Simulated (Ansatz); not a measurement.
# Calculations on Mg₁₂NO

Part 1: Relaxation

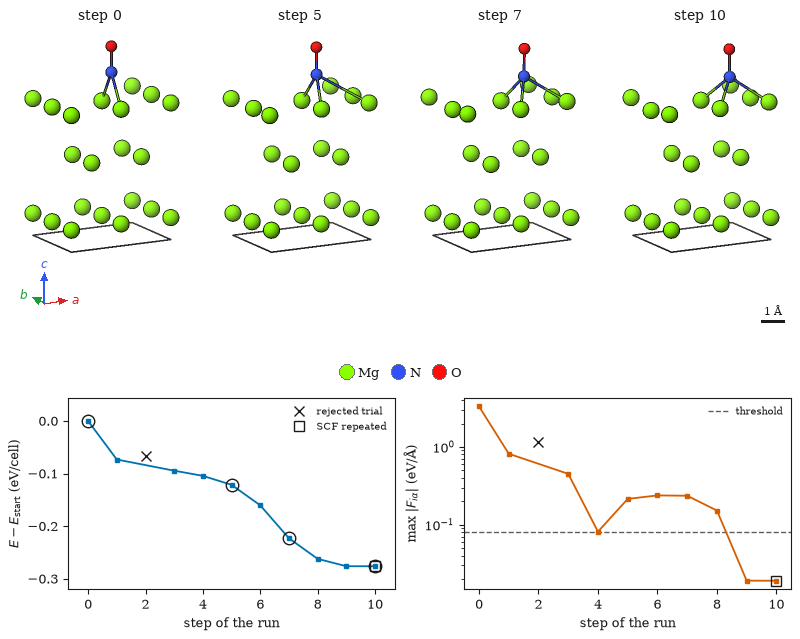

Frames of a constrained relaxation of a slab of composition Mg$_{12}$NO, marked on the history of the run. Style: ball-and-stick. Shown: the cell of the calculation, outlined in the plane, without the vacuum, slightly off an axis.

It is NO on Mg(0001), set down by a guess. The run prepares the start of a later molecular dynamics calculation, from a guessed geometry. 4 atoms are held fixed.

Computed with DFT PBE, scalar-relativistic, plane waves, PAW in Ansatz 0.2.0.

Input file:
```yaml
crystal:
  lattice:
    - [6.42, 0.0, 0.0]
    - [3.21, 5.559883, 0.0]
    - [0.0, 0.0, 18.21304]
  atoms:
    - { symbol: Mg, position: [0.0, 0.0, 0.0549057] }
    - { symbol: Mg, position: [0.5, 0.0, 0.0549057] }
    - { symbol: Mg, position: [0.0, 0.5, 0.0549057] }
    - { symbol: Mg, position: [0.5, 0.5, 0.0549057] }
    - { symbol: Mg, position: [-0.1666667, 0.3333333, 0.1980186] }
    - { symbol: Mg, position: [0.3333333, 0.3333333, 0.1980186] }
    - { symbol: Mg, position: [-0.1666667, 0.8333333, 0.1980186] }
    - { symbol: Mg, position: [0.3333333, 0.8333333, 0.1980186] }
    - { symbol: Mg, position: [0.0, 0.0, 0.3411314] }
    - { symbol: Mg, position: [0.5, 0.0, 0.3411314] }
    - { symbol: Mg, position: [0.0, 0.5, 0.3411314] }
    - { symbol: Mg, position: [0.5, 0.5, 0.3411314] }
    - { symbol: "N", position: [0.4994591, 0.2526854, 0.4229409] }
    - { symbol: O, position: [0.4994591, 0.2526854, 0.4877297] }
basis:
  ecutwfc: 420.0
kpoints:
  mp_grid: { grid: [2, 2, 1] }
hamiltonian:
  xc: pbe
scf:
  occupations: { method: fermi_dirac, width: 0.05 }
  lower_state_search: "off"
relax:
  f_tol: 0.08
  max_steps: 25
  adjacent_minimum: "off"
  constraints: [{ sites: [0, 1, 2, 3] }]
```

Run as
```bash
ansatz run input.yaml --threads 2 --pin off --max-ram 5120MiB --backend cpu --events-out ev --progress --plain --runs-dir out
```

### Describe the path.

The largest move is that of N13, 0.89 Å at 74° to the normal (−c side). Largest moves by element: N 0.89 Å, O 0.85 Å, Mg 0.16 Å. The cell doesn't change. Near-neighbour distances that change, for instance: Mg9–N13 3.157 → 2.196 Å, N13–O14 1.180 → 1.265 Å, Mg12–N13 2.179 → 2.193 Å, Mg10–N13 2.201 → 2.193 Å. New bonds form: Mg9–N13 (3.16 → 2.20 Å). Bond angles that change, for instance: Mg10–N13–O14 132.6° → 123.3°. Over 8 accepted moves (10 points after the start) the energy falls by 0.276 eV per cell of the calculation. The largest force component goes from 3.3 to 0.019 eV/Å. The line search rejected the trial step at point 2 of the run. 1 step only repeated the SCF at the same geometry. From step 0 to 5: N13 moves most (0.27 Å), energy −0.121 eV per cell of the calculation. From step 5 to 7: O14 moves most (0.39 Å), energy −0.102 eV per cell of the calculation. From step 7 to 10: N13 moves most (0.28 Å), energy −53.1 meV per cell of the calculation.

```tsv
step	E − E(0), meV/atom	largest force component, eV/Å	note
0	0.00	3.3141	
1	-5.23	0.8163	
2	-4.69	1.1649	rejected
3	-6.75	0.4503	
4	-7.45	0.0811	
5	-8.67	0.2142	
6	-11.45	0.2376	
7	-15.92	0.2354	
8	-18.72	0.1519	
9	-19.72	0.0190	
10	-19.72	0.0190	same geometry, SCF repeated
```

Limits of the set-up: the cell has an odd number of electrons but was run without spin polarisation; the k-point mesh is coarse for a cell with partly filled bands; the periodic images lie only 6.4 Å apart, so the values are limited by the cell's size.

Part 2: Dynamics

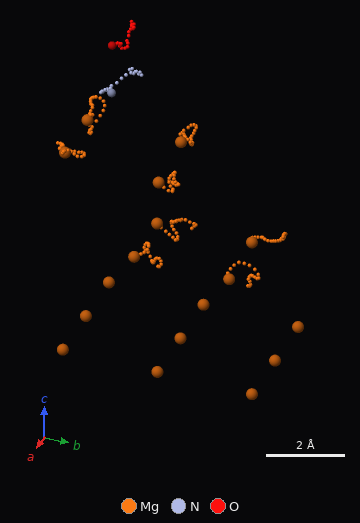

First-principles dynamics of NO on Mg(0001) (14 atoms in the cell), 225 fs long. Dots mark each atom's position at evenly spaced times, in the colour of its element; spheres stand at the starting positions. Fixed atoms have no trace. Seen slightly off an axis in the simulation cell, with the vacuum cut short.

Computed with DFT PBE, scalar-relativistic, plane waves, PAW (Ansatz). Run with plane-wave cutoff 420 eV; k-point mesh 2 × 2 × 1; Fermi-Dirac smearing 0.05 eV; 4 atoms held fixed; Langevin thermostat (NVT); set temperature 1200 K; time step 1.5 fs; friction 0.02 per fs.

**How do the atoms move?**

In the second half of the run the atoms are, in the root-mean-square, this far from where they began (common drift taken out): N 0.78 Å, O 0.76 Å, Mg 0.57 Å. Against the typical shortest distance between atoms in the first frame, about 3.1 Å these are large excursions, but over 225 fs one can't yet tell strong vibration from the start of diffusion.

Limits of the set-up: the cell has an odd number of electrons but was run without spin polarisation; the k-point mesh is coarse for a cell with partly filled bands; the periodic images lie only 6.4 Å apart, so the values are limited by the cell's size.

The run took 14 min on 2 threads of Arm Neoverse V1 (shared host), peak memory 1.1 GiB.

Part 3: Energy conservation

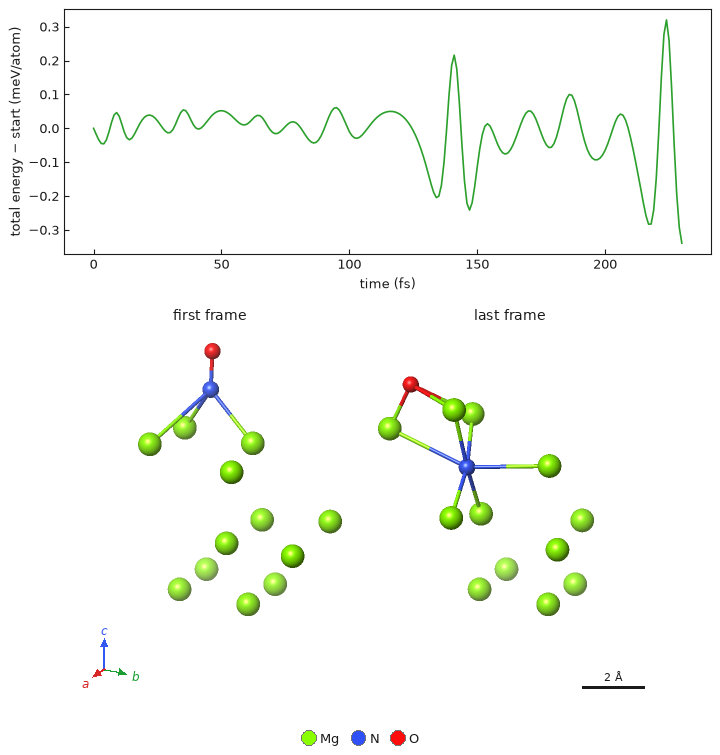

First-principles dynamics of NO on Mg(0001) (14 atoms in the cell), 230 fs long. It starts from the last geometry of an earlier run, with fresh velocities. A ball-and-stick model of the simulation cell, with the vacuum cut short, seen slightly off an axis. Bonds to atoms that aren't drawn are left out.

The calculation used DFT PBE, scalar-relativistic, plane waves, PAW (Ansatz). Set-up: plane-wave cutoff 420 eV; k-point mesh 2 × 2 × 1; Fermi-Dirac smearing 0.05 eV; 4 atoms held fixed; constant energy (NVE); velocities drawn for 2400 K; time step 1 fs.

Is this trajectory numerically sound?

Answer. The total energy stays between −0.34 and 0.32 meV per atom of its start. A straight-line fit has a slope that amounts to −0.073 meV per atom over 230 fs (under 0.1 % of the mean kinetic energy), and the ripple about it is 0.2 % of the kinetic energy's fluctuation. With a drift under 2 % and a ripple under 7 %, the integration is accurate. Over the second half the temperature averages 2462 K (spread ±433 K). The potential energy in the second half lies on average 5.8 meV per atom below the first frame.

Limits of the set-up: the cell has an odd number of electrons but was run without spin polarisation; the k-point mesh is coarse for a cell with partly filled bands; the periodic images lie only 6.4 Å apart, so the values are limited by the cell's size.

The run took 15 min on 2 threads of Arm Neoverse V1 (shared host), peak memory 1 GiB.
